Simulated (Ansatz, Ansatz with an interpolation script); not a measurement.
# Cs2HfF6 (P-3m1): what limits a Wannier interpolation of GW

Aim: vary the Wannier model and the GW settings for Cs2HfF6 (P-3m1) and see what the interpolated bands lose.

Method: maximally localised Wannier functions, LDA, plane waves, PAW; PAW set soft_1, in Ansatz 0.2.0.

## 1. Set-up

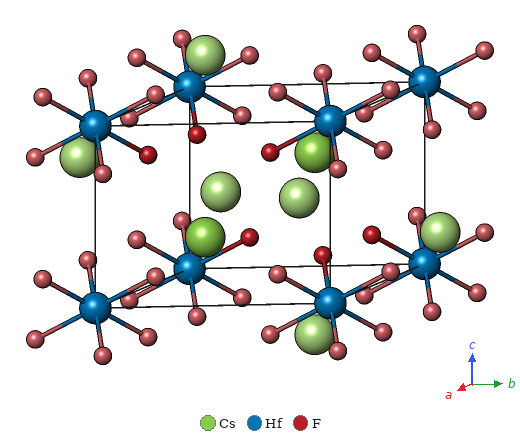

The cell as given, slightly off an axis (caesium green, hafnium blue, fluorine red). Some periodic images of atoms are drawn too.

The cell and positions come from the Crystallography Open Database and are kept as given unless a step says otherwise. Spin-orbit coupling is left out unless a step names it.

## 2. Wannier model on 12×12×8

Localised functions give a small Hamiltonian that interpolates between mesh points at no cost.

input.yaml reads:

```yaml
crystal:
  lattice:
    - [6.39, 0.0, 0.0]
    - [-3.195, 5.5339023302, 0.0]
    - [0.0, 0.0, 5.0]
  atoms:
    - { symbol: Cs, position: [0.3333333333, 0.6666666667, 0.692] }
    - { symbol: Cs, position: [0.6666666667, 0.3333333333, 0.308] }
    - { symbol: Hf, position: [0.0, 0.0, 0.0] }
    - { symbol: F, position: [0.16, 0.84, 0.198] }
    - { symbol: F, position: [0.16, 0.32, 0.198] }
    - { symbol: F, position: [0.68, 0.84, 0.198] }
    - { symbol: F, position: [0.84, 0.16, 0.802] }
    - { symbol: F, position: [0.32, 0.16, 0.802] }
    - { symbol: F, position: [0.84, 0.68, 0.802] }
kpoints:
  mp_grid: { grid: [6, 6, 4] }
hamiltonian:
  xc: lda
  pseudopotentials: { kind: paw, azcp: { folder: soft_1 }, xc_functional: pbe }
scf:
  occupations: { method: fixed }
  n_extra_bands: 94
output:
  wannier:
    kmesh: [12, 12, 8]
    projections:
      - { species: Cs, l: s, shell: 6 }
      - { species: F, l: p, shell: 2 }
      - { species: Hf, l: d, shell: 5 }
    minimise: true
    write_hr: true
    seedname: w
    conv_tol: 1.0e-06
    max_iter: 20000
    stability_check: false
    disentanglement:
      window: [-0.63, 16.23]
      frozen_window: [-0.63, 10.84]
      conv_tol: 1.0e-08
```

On the command line:

```
$ ansatz run input.yaml --threads 2 --pin off --max-ram 92160MiB --backend cuda --events-out ev --progress --plain --runs-dir out --devices 1 --max-vram 13GiB
```

Numbers of over 12 decimals in the logs are rounded to 6 here.

The program printed:

```text
scf.n_extra_bands = 94 over 43 filled bands (N_el = 86.0): the run solves 137 bands
GPUs: using 1 of 1 available (devices: 1).
Engine: ansatz 0.2.0, x86_64-unknown-linux-gnu
Pseudopotentials: kind: paw
Pseudopotential: Cs, paw, valence charge 9, recommended cutoff 420 eV (normal), soft_1/Cs.paw.azcp
Pseudopotential: Hf, paw, valence charge 26, recommended cutoff 420 eV (normal), soft_1/Hf.paw.azcp
Pseudopotential: F, paw, valence charge 7, recommended cutoff 420 eV (normal), soft_1/F.paw.azcp
Functional definition: SPW92
  exchange = slater_x
  correlation = pw_c
device memory: the entry about to start is reckoned to put 3.6 GiB on a device that reports 54.5 GiB free (of which the cap on the GPU budget leaves the run 13.0 GiB)
GPU FFT provider: cuFFT
GPU libraries: cuBLAS 13.8.2, cuFFT 12.4.0, cuSOLVER 12.3.4
Crystal: 9 atoms, lattice volume = 176.808 Å³
Basis set: ecut = 420 eV, 3485 PW (Γ)
Bands: 137, of which v1, the nominal top of the filled ones, is band 43 counted from 1 (42 counted from 0)
Symmetry: 12 space group operations
Space group: P-3m1 (ITA 164), of the structure as read, at distance tolerance 5.6e-5 Å
k-points: 24 of 144
Non-local potential: Cs, projectors of the file, l = 0: 3, l = 1: 2, l = 2: 2, l = 3: 2
Non-local potential: Hf, projectors of the file, l = 0: 3, l = 1: 2, l = 2: 2, l = 3: 3
Non-local potential: F, projectors of the file, l = 0: 2, l = 1: 2, l = 2: 1
PAW form: soft (Blöchl's): semilocal exchange-correlation on the pseudo side does not see the compensation charge
PAW frozen core: Cs, regenerated for the run's functional, and the local potential with it (the file was generated under x = pbe(κ = 0.804, μ = 0.219515), c = pbe(β = 0.066725))
PAW frozen core: Hf, regenerated for the run's functional, and the local potential with it (the file was generated under x = pbe(κ = 0.804, μ = 0.219515), c = pbe(β = 0.066725))
PAW frozen core: F, regenerated for the run's functional, and the local potential with it (the file was generated under x = pbe(κ = 0.804, μ = 0.219515), c = pbe(β = 0.066725))
PAW one-centre angular grid: Cs, 194 points (default); XC on 64 Gauss nodes
PAW one-centre angular grid: Hf, 590 points (default); XC on 64 Gauss nodes
PAW one-centre angular grid: F, 110 points (default); XC on 64 Gauss nodes
Initial density: superposition of atomic densities (chi_scale 0.1, normalization cell, long waves kept (reshape's long-wave potential 0.00 eV rms))
Initial wavefunctions: pseudopotential atomic-orbital guess
GPU buffer pool allocated for 72900 grid points (all kernels)
GPU transforms: local potential and band sums: pruned to the plane-wave sphere, on 45×45×36
Functional: x = slater, c = lda
[...]
SCF iter  10: F=—  HF=-31264.026257 eV  |F-HF|=—  |Δ(HF+E_count)|=   5.01e-4  Δρ=3.54e-6  dr2=2.84e-8  ethr=1.16e-10  ⟨swp⟩=13.5  Hψ=26966  notcnv=0
SCF iter  11: F=-31264.026257 eV  HF=-31264.026257 eV  |F-HF|=2.33e-10  |Δ(HF+E_count)|=   1.07e-9  Δρ=6.11e-7  dr2=5.89e-10  ethr=3.30e-11  ⟨swp⟩=1.0  Hψ=5208  notcnv=0
SCF 1 converged in 11 iterations: F = -31264.026257 eV  dr2 = 5.89e-10
[...]
device memory: the entry about to start is reckoned to put 4.0 GiB (of the 4.2 GiB reckoned in all, the device holds 0.2 GiB already) on a device that reports 55.8 GiB free (of which the cap on the GPU budget leaves the run 12.8 GiB)
NSCF: frozen V_eff on 24 k-points
[...]
device memory: the entry about to start is reckoned to put 4.0 GiB on a device that reports 56.6 GiB free (of which the cap on the GPU budget leaves the run 13.0 GiB)
NSCF: frozen V_eff on 134 k-points
the Wannier pass solved 134 of the 1152 points of its mesh, and has the states at the others by symmetry: states obtained by the crystal's operations at points that were solved too leave a residual of 3.42e-13 eV (read by the count's bands and the next), within 1.11e-5 eV
SCF converged after 11 iterations
Free energy (F): -31264.026257 eV
Harris-Foulkes:  -31264.026257 eV  (|F-HF|=2.33e-10)
Internal energy: -31264.026257 eV  (E = F + TS)
E sigma→0 (E₀):  -31264.026257 eV
Fermi energy:    1.852688 eV
--- Per-component energies (eV) ---
  E_band       = -619.653485
  E_kinetic    = 1865.187487
  E_local      = -14980.943672  (includes V_loc(G=0)·N_el)
  E_nonlocal   = 664.561957
  E_hartree    = 6738.377616
  E_xc         = -1070.508411
  E_vxc        = -1113.487139  (∫ρ·V_xc dr)
  E_paw        = -18400.445705  (= ΣΔE_a)
  E_vpaw       = -531.731333  (= ΣTr[D̂ρ^β])
  E_aug_tail   = 0.004229  (compensation charges beyond the density's cutoff)
  E_ewald      = -6083.937474
  E_core_change = 3.677718  (= ΣΔE_core)
  E_smearing   = -0.000000  (= −TS)
  E_closure    = 0.000000  (closes the sum)
  Σ components = -31264.026257   (vs F -31264.026257, Δ=0.00e0)
--- Band table (eV; the first three rows and the last of 24) ---
  k-point 0: bands = [... 39 lower, 1.7861, 1.7861, 1.8126, 1.8318, 8.2371, 9.1901, 9.1901, 9.6121, ... 90 higher]
  k-point 1: bands = [... 39 lower, 1.6853, 1.7759, 1.7759, 1.7957, 8.6031, 9.2448, 9.2448, 10.0140, ... 90 higher]
  k-point 2: bands = [... 39 lower, 1.6972, 1.7278, 1.7278, 1.7563, 8.9854, 9.2996, 9.2996, 10.5566, ... 90 higher]
  k-point 23: bands = [... 39 lower, 1.6133, 1.7423, 1.7477, 1.7477, 9.0990, 9.3895, 9.3895, 11.1969, ... 90 higher]
Wannier search: line search 1 of at most 20000: gauge-dependent spread (as the search counts it) 48.5028551 Å², largest recent change 9.8e0 Å² against conv_tol 1.0e-6 Å², 0 stops escaped
Wannier search: line search 100 of at most 20000: gauge-dependent spread (as the search counts it) 36.0133484 Å², largest recent change 6.5e-6 Å² against conv_tol 1.0e-6 Å², 0 stops escaped
WARN: <dir> 2600 periodic images of 2576 elements of H(R) lie 4.88e-4 to 1.95e-3 Å beyond their element's nearest image, near the 9.77e-4 Å window within which an element is shared among its images; whether they share it moves the interpolated H(k) by 1.3e-3 eV (Frobenius norm, root mean square over the Brillouin zone); at the model's own mesh points H(k) does not change
```

Elapsed: 2.5 min, on 1 × NVIDIA H100 80GB HBM3 (shared by 6 runs) with 2 threads of AMD EPYC 7R13 (Zen 3), shared host; peak memory 4 GiB; 3.4 min of CPU time.

This step gave:

```
gauge-invariant spread     : 49.71 Å²
diagonal spread            : 0.3094 Å²
off-diagonal spread        : 2.154 Å²
total spread               : 52.18 Å²
least projectability       : 1.87e-6
localisation steps         : 124
disentanglement steps      : 8095
r.m.s. interpolation error : 1.50e-4 eV
r.m.s. error near the gap  : 1.61e-4 eV
```

Near the gap the model misses directly solved bands by 0.2 meV r.m.s. and by 5 meV at most in the window tested. This tests the starting bands, not the corrections carried with them.

## 3. G0W0: 6×6×4 mesh, 737 empty bands, screening to 150 eV, PAW set soft_1 files

G0W0 replaces the xc potential by the self-energy, built once from these orbitals. Only a window of levels is corrected, while the sums run over the empty bands that the input names.

This step: G0W0 on LDA, plane waves, PAW; PAW set soft_1.

input.yaml, the sections that differ from step 2:

```yaml
scf:
  occupations: { method: fixed }
gw:
  n_empty_bands: 737
  ecut_chi: 150.0
  qp_bands: [v18, c4]
  screening: { model: contour_deformation }
# crystal, kpoints, hamiltonian: as in step 2
# output: removed
```

The program printed:

```text
GPUs: using 1 of 1 available (devices: 1).
[...]
GPU FFT provider: cuFFT
GPU libraries: cuBLAS 13.8.2, cuFFT 12.4.0, cuSOLVER 12.3.4
Crystal: 9 atoms, lattice volume = 176.808 Å³
Basis set: ecut = 420 eV, 3485 PW (Γ)
Bands: 52, of which v1, the nominal top of the filled ones, is band 43 counted from 1 (42 counted from 0)
[... 1 set-up line as in the run before ...]
[...]
k-points: 24 of 144
[...]
0    33      0.6897   -30.1658     5.6165   -22.6217  0.7692    -1.2933    -1.2378  root
[...]
23    44      9.0990   -12.2332    -4.2593   -18.7558  0.8329    11.4099    11.3623  root
    23    45      9.3896   -12.9338    -4.1411   -19.3572  0.8345    11.7158    11.6719  root
    23    46      9.3896   -12.9338    -4.1411   -19.3572  0.8345    11.7158    11.6719  root
    23    47     11.1969    -6.3185    -3.2471   -11.1659  0.8640    12.8146    12.7972  root
[key lines of the parts left out:]
SCF converged after 11 iterations
Free energy (F): -31264.026257 eV
Fermi energy:    1.852681 eV
```

Wall time 11 min (1 × NVIDIA H100 80GB HBM3 (shared by 6 runs) with 2 threads); peak memory 3.3 GiB.

The G0W0 gap on the mesh is 10.069 eV.

## 4. G0W0: 3×3×2 mesh, 737 empty bands, screening to 150 eV, PAW set soft_1 files

Edit input.yaml of step 3 so:

```diff
@@ -16,3 +16,3 @@
 kpoints:
-  mp_grid: { grid: [6, 6, 4] }
+  mp_grid: { grid: [3, 3, 2] }
 hamiltonian:
```

The program printed:

```text
GPUs: using 1 of 1 available (devices: 1).
[...]
GPU FFT provider: cuFFT
GPU libraries: cuBLAS 13.8.2, cuFFT 12.4.0, cuSOLVER 12.3.4
Crystal: 9 atoms, lattice volume = 176.808 Å³
Basis set: ecut = 420 eV, 3485 PW (Γ)
Bands: 52, of which v1, the nominal top of the filled ones, is band 43 counted from 1 (42 counted from 0)
[... 1 set-up line as in the run before ...]
[...]
k-points: 6 of 18
[...]
0    33      0.6897   -30.1739     5.6217   -22.6219  0.7692    -1.2963    -1.2406  root
[...]
5    44      9.0989   -12.2222    -4.2752   -18.7558  0.8324    11.4049    11.3573  root
     5    45      9.3894   -12.9253    -4.1525   -19.3573  0.8341    11.7128    11.6689  root
     5    46      9.3894   -12.9253    -4.1525   -19.3573  0.8341    11.7128    11.6689  root
     5    47     11.1969    -6.3085    -3.2557   -11.1658  0.8636    12.8162    12.7985  root
[key lines of the parts left out:]
SCF converged after 10 iterations
Free energy (F): -31264.025123 eV
Fermi energy:    1.831758 eV
```

Run time: 23 s. Hardware: 1 × NVIDIA H100 80GB HBM3 (shared by 6 runs) with 2 threads; peak memory 1.7 GiB; 37 s of CPU time.

The G0W0 gap on the mesh is 10.100 eV.

## 5. G0W0: 6×6×4 mesh, 342 empty bands, screening to 90 eV, PAW set soft_1 files

Edit input.yaml of step 4 so:

```diff
@@ -16,3 +16,3 @@
 kpoints:
-  mp_grid: { grid: [3, 3, 2] }
+  mp_grid: { grid: [6, 6, 4] }
 hamiltonian:
@@ -23,4 +23,4 @@
 gw:
-  n_empty_bands: 737
-  ecut_chi: 150.0
+  n_empty_bands: 342
+  ecut_chi: 90
   qp_bands: [v18, c4]
```

The program printed:

```text
GPUs: using 1 of 1 available (devices: 1).
[...]
GPU FFT provider: cuFFT
GPU libraries: cuBLAS 13.8.2, cuFFT 12.4.0, cuSOLVER 12.3.4
Crystal: 9 atoms, lattice volume = 176.808 Å³
Basis set: ecut = 420 eV, 3485 PW (Γ)
Bands: 52, of which v1, the nominal top of the filled ones, is band 43 counted from 1 (42 counted from 0)
[... 1 set-up line as in the run before ...]
[...]
k-points: 24 of 144
[...]
0    33      0.6897   -30.1658     5.7210   -22.6217  0.7731    -1.1818    -1.1333  root
[...]
23    44      9.0990   -12.2332    -4.0648   -18.7558  0.8352    11.6137    11.5568  root
    23    45      9.3896   -12.9338    -3.9343   -19.3572  0.8371    11.9315    11.8787  root
    23    46      9.3896   -12.9338    -3.9343   -19.3572  0.8371    11.9315    11.8787  root
    23    47     11.1969    -6.3185    -3.1762   -11.1659  0.8651    12.8875    12.8681  root
[key lines of the parts left out:]
SCF converged after 11 iterations
Free energy (F): -31264.026257 eV
Fermi energy:    1.852681 eV
```

It took 4.3 min on 1 × NVIDIA H100 80GB HBM3 (shared by 6 runs) with 2 threads; peak memory 2.1 GiB; 7.6 min of CPU time.

The G0W0 gap on the mesh is 10.065 eV.

## 6. Interpolated results

Times are wall times on 1 × NVIDIA H100 80GB HBM3 (shared by 6 runs) with 2 threads of AMD EPYC 7R13 (Zen 3), shared host, good to a factor of about two.

```csv
GW mesh,empty bands,cutoff (eV),frequency,gap on mesh (eV),gap over zone (eV),direct gap (eV),valence width (eV),GW time
6×6×4,737,150,contour deformation,10.069,10.066,10.103,2.449,11 min
3×3×2,737,150,contour deformation,10.100,10.067,10.100,2.445,23 s
6×6×4,342,90,contour deformation,10.065,10.062,10.106,2.437,4.3 min
```

## 7. Outcome

```json
{
  "6×6×4 mesh, 737 empty bands, screening to 150 eV, PAW set soft_1 files": "10.07 eV",
  "3×3×2 mesh, 737 empty bands, screening to 150 eV, PAW set soft_1 files": "10.07 eV",
  "6×6×4 mesh, 342 empty bands, screening to 90 eV, PAW set soft_1 files": "10.06 eV"
}
```

In words: The largest change, −0.004 eV in the gap over the zone, comes with 6×6×4 mesh, 342 empty bands, screening to 90 eV, PAW set soft_1 files. The first run is a reference, not a converged one, and where a row moves several settings no single cause can be named. Rows on another GW mesh add that mesh's corrections to the bands of the one model. With 3×3×2 mesh, 737 empty bands, screening to 150 eV, PAW set soft_1 files the gap over the zone moves by +0.001 eV and that on the mesh by +0.03 eV. With 6×6×4 mesh, 342 empty bands, screening to 90 eV, PAW set soft_1 files the gap over the zone moves by −0.004 eV and that on the mesh by −0.004 eV. Gaps over the zone and on the mesh differ where an edge lies off the mesh, or where a GW run starts from another density: the starting gap over the zone is 6.382 eV, on the GW meshes it is 6.384 eV and 6.405 eV. The many-body steps are scalar-relativistic: spin-orbit coupling is not in them.

[Paths, hosts, dates, memory and timing lines, banners, echoed tables and standing remarks are left out of the program output.]

[Logs are printed without paths, hosts, clocks, repeated set-up lines and the standing remarks that a program may print on its own settings, such as how far it seeks lower states.]

[Runs of the session that timed out or met a known fault of the program may be left out.]

[Hosts, paths, dates, database ids (printed as entryN), source tags and the programs' standing remarks are cut or masked in the printed files.]
